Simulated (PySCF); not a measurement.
**Al₂Cl₇−: NMR shifts at several levels of theory**

How much do the NMR shifts of Al₂Cl₇− (`[Cl][Al-]([Cl])([Cl])[Cl+][Al-]([Cl])([Cl])[Cl]`) depend on the level of theory, and what does each level cost?

Programs: PySCF 2.14.0, with density-fitted response routines of our own. Each step states its level of theory. These are calculated values for one molecule in the gas phase, unless marked as measured. Atoms are numbered from 0 throughout.

## (1) Starting geometry

9 atoms, charge -1, multiplicity 1; geometry from: GFN2-xTB.

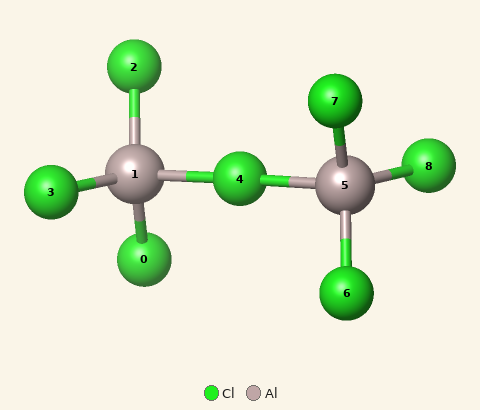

The starting geometry (chlorine green, aluminium light grey), atoms numbered.

## (2) Relaxing the molecule at PBE0-D3(BJ)/def2-SVP

Job settings and geometry (Å):

```
{"job": {"xc": "PBE0", "basis": "def2-SVP", "d3": "d3bj", "grid": 1, "kind": "geom"}, "charge": -1, "multiplicity": 1}
Cl     2.917390    -0.332880    -1.662310
Al     2.139200     0.447180     0.101290
Cl     2.795110    -0.530260     1.814230
Cl     2.235410     2.517760     0.221570
Cl    -0.000470    -0.003170     0.017960
Al    -2.139250    -0.447250    -0.099950
Cl    -2.789310     0.505940    -1.830040
Cl    -2.922110     0.358670     1.648600
Cl    -2.236490    -2.519220    -0.192040
```

The program printed:

```text
step   0  E = -3704.46981346  max force = 0.018014
step   1  E = -3704.47771921  max force = 0.006225
step   2  E = -3704.47866683  max force = 0.003340
step   3  E = -3704.47873020  max force = 0.001425
step   4  E = -3704.47872870  max force = 0.001447
step   5  E = -3704.47876527  max force = 0.001766
step   6  E = -3704.47883536  max force = 0.002046
step   7  E = -3704.47893219  max force = 0.002497
step   8  E = -3704.47903490  max force = 0.002915
step   9  E = -3704.47918131  max force = 0.003340
step  10  E = -3704.47937718  max force = 0.003700
step  11  E = -3704.47962694  max force = 0.003978
step  12  E = -3704.47993045  max force = 0.004178
step  13  E = -3704.48028587  max force = 0.004331
step  14  E = -3704.48069344  max force = 0.004474
step  15  E = -3704.48115775  max force = 0.004635
step  16  E = -3704.48168789  max force = 0.004817
step  17  E = -3704.48229495  max force = 0.004978
step  18  E = -3704.48298432  max force = 0.005026
step  19  E = -3704.48374680  max force = 0.004876
step  20  E = -3704.48456223  max force = 0.004520
step  21  E = -3704.48541906  max force = 0.004077
step  22  E = -3704.48633569  max force = 0.003736
step  23  E = -3704.48732842  max force = 0.003782
step  24  E = -3704.48831851  max force = 0.003871
step  25  E = -3704.48967050  max force = 0.003976
step  26  E = -3704.49007073  max force = 0.002001
step  27  E = -3704.49032675  max force = 0.001722
step  28  E = -3704.49044906  max force = 0.001294
step  29  E = -3704.49043949  max force = 0.000804
step  30  E = -3704.49043630  max force = 0.000628
step  31  E = -3704.49043576  max force = 0.000563
step  32  E = -3704.49043584  max force = 0.000529
step  33  E = -3704.49043595  max force = 0.000526
step  34  E = -3704.49043601  max force = 0.000519
step  35  E = -3704.49043603  max force = 0.000516
step  36  E = -3704.49043606  max force = 0.000513
step  37  E = -3704.49043609  max force = 0.000510
step  38  E = -3704.49043612  max force = 0.000507
step  39  E = -3704.49043615  max force = 0.000504
step  40  E = -3704.49043618  max force = 0.000501
step  41  E = -3704.49043621  max force = 0.000499
step  42  E = -3704.49043623  max force = 0.000496
step  43  E = -3704.49043626  max force = 0.000493
step  44  E = -3704.49043629  max force = 0.000490
step  45  E = -3704.49043633  max force = 0.000493
optimisation not converged
```

Run time: 20 min. Hardware: 8 threads of Intel Xeon at 2.10GHz (Emerald Rapids), shared host.

Relaxation path: (not every step is listed)

```
step  energy from step 0 (eV)  largest force component (eV/Å)
   0                   0.0000                          0.9263
   1                  -0.2151                          0.3201
   2                  -0.2409                          0.1717
   3                  -0.2426                          0.0733
   4                  -0.2426                          0.0744
   5                  -0.2436                          0.0908
   6                  -0.2455                          0.1052
   7                  -0.2481                          0.1284
   8                  -0.2509                          0.1499
  11                  -0.2670                          0.2046
  14                  -0.2961                          0.2301
  17                  -0.3396                          0.2560
  20                  -0.4013                          0.2324
  23                  -0.4766                          0.1945
  26                  -0.5512                          0.1029
  29                  -0.5613                          0.0413
  32                  -0.5612                          0.0272
  35                  -0.5612                          0.0265
  38                  -0.5612                          0.0261
  40                  -0.5612                          0.0258
  41                  -0.5612                          0.0257
  42                  -0.5612                          0.0255
  43                  -0.5612                          0.0254
  44                  -0.5612                          0.0252
  45                  -0.5612                          0.0254
```

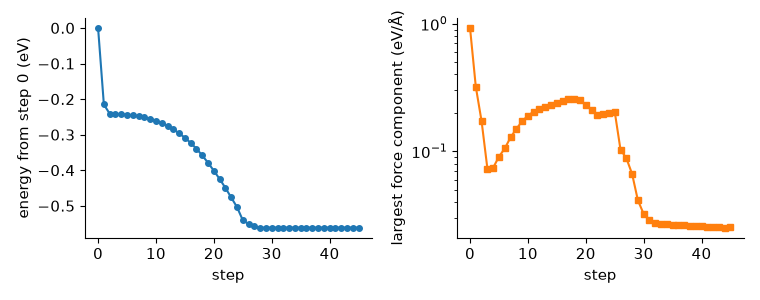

Energy and largest force along the relaxation.

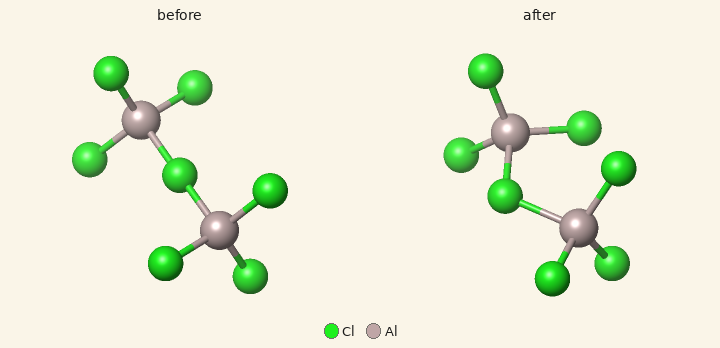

The geometry before (left) and after (right).

Close pairs (by a distance rule), those that changed most:

```csv
bond,before (Å),after (Å),change (Å)
Al1–Cl4,2.188,2.305,+0.117
Cl4–Al5,2.188,2.296,+0.108
Al5–Cl8,2.076,2.130,+0.054
Al1–Cl2,2.078,2.132,+0.054
Al5–Cl7,2.078,2.129,+0.051
Al1–Cl3,2.076,2.121,+0.045
Cl0–Al1,2.080,2.121,+0.042
Al5–Cl6,2.080,2.116,+0.037
```

The end geometry stands in the next job.

The optimisation stopped before it met its thresholds, so this geometry is not quite a stationary point, and what follows inherits that.

```csv
at the end point,value
point group (found at 0.08 Å tolerance),C1
"rotational constants (GHz, main isotopes)","0.592, 0.260, 0.255"
```

## (3) Shielding tensors: PBE0/pcSseg-2

Job settings and geometry (Å):

```
{"job": {"kind": "nmr", "xc": "PBE0", "basis": "pcSseg-2", "pop": false}, "charge": -1, "multiplicity": 1}
Cl     2.356738    -0.259803    -1.781992
Al     1.887256     0.420770     0.171358
Cl     3.353507    -0.165682     1.604374
Cl     1.305628     2.455930     0.309606
Cl     0.099888    -0.808368     0.951305
Al    -1.892005    -0.451684    -0.132657
Cl    -1.485643     0.702279    -1.859732
Cl    -3.085294     0.536344     1.328121
Cl    -2.540595    -2.433016    -0.571074
```

Level: GIAO PBE0/pcSseg-2 NMR shielding, non-relativistic, gas phase.

The program printed:

```text
coarse grid: 14616 points
cycle   1  E = -3705.6956868130  dE =  4.513e-01  |g| = 5.635e-01  |ddm| = 2.751e+00
cycle   2  E = -3705.6969966650  dE = -1.310e-03  |g| = 6.164e-01  |ddm| = 1.101e+00
cycle   3  E = -3705.7800059915  dE = -8.301e-02  |g| = 8.291e-02  |ddm| = 5.590e-01
cycle   4  E = -3705.7812547066  dE = -1.249e-03  |g| = 3.670e-02  |ddm| = 9.859e-02
cycle   5  E = -3705.7815640935  dE = -3.094e-04  |g| = 2.080e-03  |ddm| = 3.205e-02
cycle   6  E = -3705.7815648958  dE = -8.022e-07  |g| = 1.057e-03  |ddm| = 2.572e-03
final grid: 106008 points
cycle   7  E = -3705.8173986556  dE = -9.349e-05  |g| = 9.332e-03  |ddm| = 1.964e-02
cycle   8  E = -3705.8174008736  dE = -2.218e-06  |g| = 5.239e-03  |ddm| = 7.585e-03
cycle   9  E = -3705.8174038639  dE = -2.990e-06  |g| = 8.677e-04  |ddm| = 4.082e-03
cycle  10  E = -3705.8174040256  dE = -1.617e-07  |g| = 2.179e-04  |ddm| = 8.782e-04
cycle  11  E = -3705.8174040365  dE = -1.095e-08  |g| = 3.582e-05  |ddm| = 2.108e-04
cycle  12  E = -3705.8174040368  dE = -2.510e-10  |g| = 9.315e-06  |ddm| = 3.035e-05
converged SCF energy = -3705.8174040368

GIAO shielding tensors (ppm)
atom      isotropic    diamagn.    paramagn.     s11        s22        s33       span
  0 Cl     925.495    1149.186    -223.691    865.096    871.100   1040.290    175.194
  1 Al     451.780     791.130    -339.350    401.521    468.403    485.416     83.895
  2 Cl     925.148    1148.111    -222.963    859.077    871.481   1044.886    185.808
  3 Cl     924.146    1149.441    -225.295    862.383    872.465   1037.590    175.207
  4 Cl     831.806    1151.960    -320.153    753.517    802.693    939.209    185.692
  5 Al     451.530     791.380    -339.850    401.597    473.291    479.702     78.105
  6 Cl     918.061    1150.154    -232.092    856.911    874.706   1022.567    165.655
  7 Cl     927.000    1148.604    -221.604    864.038    872.659   1044.302    180.264
  8 Cl     926.490    1148.383    -221.893    863.610    871.550   1044.310    180.700
```

It took 2.6 min on 8 threads of Intel Xeon at 2.10GHz (Emerald Rapids), shared host.

Shifts follow as δ = σ(reference) − σ, with reference shieldings (ppm) from runs at the same level and on the same kind of geometry: ²⁷Al AlH4- 485.2, ³⁵Cl HCl 941. The references are single molecules in the gas phase. Shifts against hydride references such as AlH4− lie on their own scale. Atoms listed in one row are averaged.

```csv
atoms,environment,σ (ppm),δ (ppm)
Cl4,chlorine bonded to 2 Al,832,109
"Cl0, Cl2, Cl3, Cl6, Cl7, Cl8",chlorine bonded to Al,924,16
"Al1, Al5",aluminium bonded to 4 Cl,451.7,33.6
```

## (4) Shielding tensors: PBE/pcSseg-2

Settings changed since step 3:

```diff
@@ -1,2 +1,2 @@
-{"job": {"kind": "nmr", "xc": "PBE0", "basis": "pcSseg-2", "pop": false}, "charge": -1, "multiplicity": 1}
+{"job": {"kind": "nmr", "xc": "PBE", "basis": "pcSseg-2", "pop": false}, "charge": -1, "multiplicity": 1}
 Cl     2.356738    -0.259803    -1.781992
```

Level: GIAO PBE/pcSseg-2 NMR shielding, non-relativistic, gas phase.

The program printed:

```text
coarse grid: 14616 points
cycle   1  E = -3705.3632839640  dE =  4.430e-01  |g| = 6.355e-01  |ddm| = 2.831e+00
cycle   2  E = -3705.2953911985  dE =  6.789e-02  |g| = 8.817e-01  |ddm| = 1.447e+00
cycle   3  E = -3705.4675267661  dE = -1.721e-01  |g| = 1.418e-01  |ddm| = 8.213e-01
cycle   4  E = -3705.4708775029  dE = -3.351e-03  |g| = 7.783e-02  |ddm| = 1.957e-01
cycle   5  E = -3705.4724363291  dE = -1.559e-03  |g| = 3.698e-03  |ddm| = 7.160e-02
cycle   6  E = -3705.4724380668  dE = -1.738e-06  |g| = 2.063e-03  |ddm| = 4.471e-03
final grid: 106008 points
cycle   7  E = -3705.5173539527  dE = -1.360e-04  |g| = 1.129e-02  |ddm| = 2.315e-02
cycle   8  E = -3705.5173532275  dE =  7.252e-07  |g| = 7.709e-03  |ddm| = 1.068e-02
cycle   9  E = -3705.5173606556  dE = -7.428e-06  |g| = 2.128e-03  |ddm| = 7.405e-03
cycle  10  E = -3705.5173616899  dE = -1.034e-06  |g| = 3.863e-04  |ddm| = 2.049e-03
cycle  11  E = -3705.5173617230  dE = -3.309e-08  |g| = 9.000e-05  |ddm| = 4.193e-04
cycle  12  E = -3705.5173617245  dE = -1.584e-09  |g| = 3.404e-05  |ddm| = 9.215e-05
cycle  13  E = -3705.5173617248  dE = -2.838e-10  |g| = 1.031e-05  |ddm| = 3.711e-05
converged SCF energy = -3705.5173617248

GIAO shielding tensors (ppm)
atom      isotropic    diamagn.    paramagn.     s11        s22        s33       span
  0 Cl     897.185    1149.243    -252.058    829.776    836.429   1025.349    195.574
  1 Al     436.977     791.974    -354.996    385.293    453.811    471.828     86.534
  2 Cl     896.994    1148.154    -251.160    823.687    837.160   1030.134    206.447
  3 Cl     895.636    1149.501    -253.866    826.581    837.930   1022.396    195.815
  4 Cl     795.797    1151.954    -356.157    710.704    764.722    911.964    201.260
  5 Al     436.702     792.235    -355.533    385.199    459.512    465.395     80.196
  6 Cl     888.836    1150.225    -261.390    820.286    840.341   1005.880    185.595
  7 Cl     899.143    1148.661    -249.518    829.513    838.354   1029.562    200.049
  8 Cl     898.619    1148.437    -249.818    829.105    837.108   1029.642    200.537
```

Wall time 90 s (8 threads of Intel Xeon at 2.10GHz (Emerald Rapids), shared host).

In short: δ Cl4 138, Cl0 38, Al1 41.6 ppm (means over like atoms).

## (5) NMR shieldings: wB97X-D/pcSseg-2

Settings changed since step 4:

```diff
@@ -1,2 +1,2 @@
-{"job": {"kind": "nmr", "xc": "PBE", "basis": "pcSseg-2", "pop": false}, "charge": -1, "multiplicity": 1}
+{"job": {"kind": "nmr", "xc": "wB97X-D", "basis": "pcSseg-2", "pop": false}, "charge": -1, "multiplicity": 1}
 Cl     2.356738    -0.259803    -1.781992
```

Level: GIAO wB97X-D/pcSseg-2 NMR shielding, non-relativistic, gas phase.

The program printed:

```text
coarse grid: 14616 points
cycle   1  E = -3706.9028016396  dE =  4.292e-01  |g| = 6.086e-01  |ddm| = 2.645e+00
cycle   2  E = -3706.9570398394  dE = -5.424e-02  |g| = 5.207e-01  |ddm| = 1.016e+00
cycle   3  E = -3707.0108340273  dE = -5.379e-02  |g| = 4.652e-02  |ddm| = 4.167e-01
cycle   4  E = -3707.0113914716  dE = -5.574e-04  |g| = 1.824e-02  |ddm| = 6.029e-02
cycle   5  E = -3707.0114741520  dE = -8.268e-05  |g| = 5.187e-03  |ddm| = 2.102e-02
cycle   6  E = -3707.0114834657  dE = -9.314e-06  |g| = 4.705e-04  |ddm| = 8.329e-03
final grid: 106008 points
cycle   7  E = -3707.0802268655  dE = -3.259e-04  |g| = 7.118e-03  |ddm| = 3.986e-02
cycle   8  E = -3707.0802333687  dE = -6.503e-06  |g| = 4.655e-03  |ddm| = 1.095e-02
cycle   9  E = -3707.0802374403  dE = -4.072e-06  |g| = 8.490e-04  |ddm| = 4.057e-03
cycle  10  E = -3707.0802375353  dE = -9.497e-08  |g| = 2.117e-04  |ddm| = 6.568e-04
cycle  11  E = -3707.0802375443  dE = -9.030e-09  |g| = 4.899e-05  |ddm| = 1.806e-04
cycle  12  E = -3707.0802375453  dE = -9.250e-10  |g| = 8.183e-06  |ddm| = 7.660e-05
converged SCF energy = -3707.0802375453

GIAO shielding tensors (ppm)
atom      isotropic    diamagn.    paramagn.     s11        s22        s33       span
  0 Cl     935.005    1149.459    -214.454    876.633    882.390   1045.992    169.359
  1 Al     454.319     791.199    -336.879    403.548    471.342    488.068     84.520
  2 Cl     935.420    1148.381    -212.961    871.498    883.196   1051.567    180.069
  3 Cl     933.639    1149.719    -216.080    873.892    883.720   1043.306    169.414
  4 Cl     843.705    1152.530    -308.825    767.696    814.783    948.636    180.940
  5 Al     454.087     791.454    -337.367    403.769    475.912    482.580     78.810
  6 Cl     927.774    1150.437    -222.663    868.918    885.783   1028.621    159.702
  7 Cl     936.768    1148.876    -212.108    875.620    884.076   1050.609    174.988
  8 Cl     936.415    1148.656    -212.241    875.364    883.116   1050.766    175.401
```

It took 4.6 min on 8 threads of Intel Xeon at 2.10GHz (Emerald Rapids), shared host.

In short: δ Cl4 92, Cl0 2, Al1 32.7 ppm (means over like atoms).

## (6) Shielding tensors: KT2/pcSseg-2

Settings changed since step 5:

```diff
@@ -1,2 +1,2 @@
-{"job": {"kind": "nmr", "xc": "wB97X-D", "basis": "pcSseg-2", "pop": false}, "charge": -1, "multiplicity": 1}
+{"job": {"kind": "nmr", "xc": "KT2", "basis": "pcSseg-2", "pop": false}, "charge": -1, "multiplicity": 1}
 Cl     2.356738    -0.259803    -1.781992
```

With the program's defaults for keys left out, this is: GIAO KT2/pcSseg-2 NMR shielding, non-relativistic, gas phase.

The program printed:

```text
coarse grid: 14616 points
cycle   1  E = -3735.2338746112  dE =  5.173e-01  |g| = 7.542e-01  |ddm| = 2.821e+00
cycle   2  E = -3735.1520186627  dE =  8.186e-02  |g| = 9.894e-01  |ddm| = 1.601e+00
cycle   3  E = -3735.3613295076  dE = -2.093e-01  |g| = 1.645e-01  |ddm| = 9.411e-01
cycle   4  E = -3735.3681558684  dE = -6.826e-03  |g| = 2.472e-02  |ddm| = 1.743e-01
cycle   5  E = -3735.3683171617  dE = -1.613e-04  |g| = 3.501e-03  |ddm| = 2.435e-02
cycle   6  E = -3735.3683187131  dE = -1.551e-06  |g| = 1.461e-03  |ddm| = 3.325e-03
final grid: 106008 points
cycle   7  E = -3735.4007877056  dE = -6.760e-04  |g| = 4.482e-02  |ddm| = 6.546e-02
cycle   8  E = -3735.4007510955  dE =  3.661e-05  |g| = 3.346e-02  |ddm| = 4.522e-02
cycle   9  E = -3735.4008985594  dE = -1.475e-04  |g| = 1.072e-02  |ddm| = 3.379e-02
cycle  10  E = -3735.4009274528  dE = -2.889e-05  |g| = 2.148e-03  |ddm| = 1.086e-02
cycle  11  E = -3735.4009286170  dE = -1.164e-06  |g| = 2.354e-04  |ddm| = 2.211e-03
cycle  12  E = -3735.4009286249  dE = -7.938e-09  |g| = 3.175e-05  |ddm| = 1.503e-04
cycle  13  E = -3735.4009286250  dE = -1.282e-10  |g| = 2.150e-05  |ddm| = 4.322e-05
converged SCF energy = -3735.4009286250

GIAO shielding tensors (ppm)
atom      isotropic    diamagn.    paramagn.     s11        s22        s33       span
  0 Cl     899.377    1151.129    -251.752    832.318    839.720   1026.094    193.776
  1 Al     452.016     794.263    -342.247    402.331    468.216    485.502     83.172
  2 Cl     900.924    1150.060    -249.136    828.240    842.090   1032.443    204.203
  3 Cl     897.650    1151.382    -253.732    828.791    841.107   1023.052    194.261
  4 Cl     799.493    1153.973    -354.480    715.850    770.078    912.551    196.701
  5 Al     451.748     794.509    -342.761    402.196    473.897    479.150     76.954
  6 Cl     891.230    1152.094    -260.864    823.068    843.850   1006.770    183.702
  7 Cl     901.927    1150.556    -248.628    833.185    841.803   1030.793    197.608
  8 Cl     901.968    1150.336    -248.369    833.245    841.285   1031.372    198.127
```

Run time: 2 min. Hardware: 8 threads of Intel Xeon at 2.10GHz (Emerald Rapids), shared host.

Key values: δ Cl4 143, Cl0 44, Al1 41.1 ppm (means over like atoms).

## (7) Shielding tensors: HF/pcSseg-2

Settings changed since step 6:

```diff
@@ -1,2 +1,2 @@
-{"job": {"kind": "nmr", "xc": "KT2", "basis": "pcSseg-2", "pop": false}, "charge": -1, "multiplicity": 1}
+{"job": {"kind": "nmr", "xc": "HF", "basis": "pcSseg-2", "pop": false}, "charge": -1, "multiplicity": 1}
 Cl     2.356738    -0.259803    -1.781992
```

Method: GIAO HF/pcSseg-2 NMR shielding, non-relativistic, gas phase.

The program printed:

```text
final grid: 106008 points
cycle   1  E = -3701.0427641061  dE =  5.119e-01  |g| = 5.617e-01  |ddm| = 2.617e+00
cycle   2  E = -3701.1233988680  dE = -8.063e-02  |g| = 2.908e-01  |ddm| = 7.604e-01
cycle   3  E = -3701.1417846456  dE = -1.839e-02  |g| = 4.341e-02  |ddm| = 2.558e-01
cycle   4  E = -3701.1426494572  dE = -8.648e-04  |g| = 1.137e-02  |ddm| = 6.288e-02
cycle   5  E = -3701.1427112665  dE = -6.181e-05  |g| = 3.425e-03  |ddm| = 1.877e-02
cycle   6  E = -3701.1427157704  dE = -4.504e-06  |g| = 8.564e-04  |ddm| = 4.333e-03
cycle   7  E = -3701.1427162808  dE = -5.104e-07  |g| = 1.696e-04  |ddm| = 1.773e-03
cycle   8  E = -3701.1427162994  dE = -1.856e-08  |g| = 5.049e-05  |ddm| = 3.344e-04
cycle   9  E = -3701.1427163005  dE = -1.106e-09  |g| = 1.202e-05  |ddm| = 7.696e-05
cycle  10  E = -3701.1427163006  dE = -8.276e-11  |g| = 3.299e-06  |ddm| = 2.096e-05
converged SCF energy = -3701.1427163006

GIAO shielding tensors (ppm)
atom      isotropic    diamagn.    paramagn.     s11        s22        s33       span
  0 Cl     985.321    1148.881    -163.560    941.097    943.874   1070.993    129.896
  1 Al     492.172     788.238    -296.067    445.827    507.982    522.706     76.880
  2 Cl     983.078    1147.890    -164.812    933.210    942.065   1073.959    140.749
  3 Cl     984.649    1149.125    -164.475    939.500    945.389   1069.059    129.558
  4 Cl     908.917    1151.684    -242.767    846.942    882.763    997.046    150.104
  5 Al     491.996     788.510    -296.513    446.273    511.207    518.509     72.236
  6 Cl     979.990    1149.812    -169.822    936.213    947.125   1056.631    120.418
  7 Cl     985.272    1148.336    -163.065    937.250    944.436   1074.130    136.879
  8 Cl     984.325    1148.134    -163.809    936.468    942.815   1073.693    137.225
```

It took 2.6 min on 8 threads of Intel Xeon at 2.10GHz (Emerald Rapids), shared host.

This run: δ Cl4 36, Cl0 -39, Al1 19.6 ppm (means over like atoms).

## (8) Run by run: NMR shifts

Shifts (ppm), means over like atoms, with basis size and wall time:

```
             run  Cl4  Cl0   Al1  functions     time
   PBE0/pcSseg-2  109   16  33.6        387  2.6 min
    PBE/pcSseg-2  138   38  41.6        387     90 s
wB97X-D/pcSseg-2   92    2  32.7        387  4.6 min
    KT2/pcSseg-2  143   44  41.1        387    2 min
     HF/pcSseg-2   36  -39  19.6        387  2.6 min
```

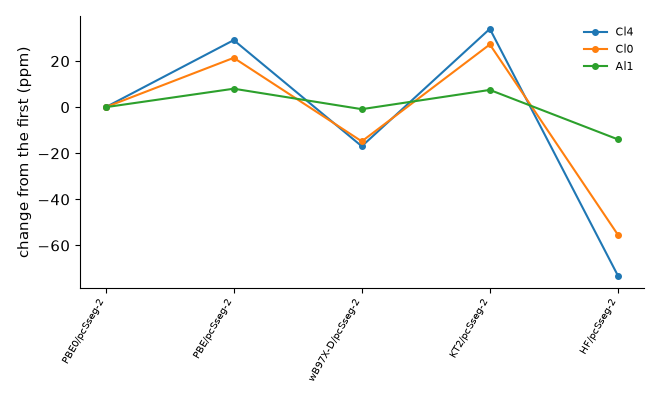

How the tabulated atoms move from run to run.

## (9) Outcome

| quantity | value |
| --- | --- |
| point group | C1 |
| rotational constants (main isotopes) | 0.59, 0.26, 0.25 GHz |
| ³⁵Cl shifts against HCl (PBE0/pcSseg-2, means over atoms taken as alike) | 109, 16 ppm |
| ²⁷Al shifts against AlH4- (PBE0/pcSseg-2, means over atoms taken as alike) | 33.6 ppm |
| range of the shift of Cl4 | 36 to 143 ppm |

What this shows: Single values in the summary come from the first run of each kind that ended normally (PBE0/pcSseg-2), which need not be the best level. Over 45 steps the energy fell by 0.561 eV; of the close pairs, Al1–Cl4 changed most, 2.188 to 2.305 Å. In ppm, Cl4 moves most: its shift spreads over 107 ppm, from 36 (HF/pcSseg-2) to 143 (KT2/pcSseg-2).
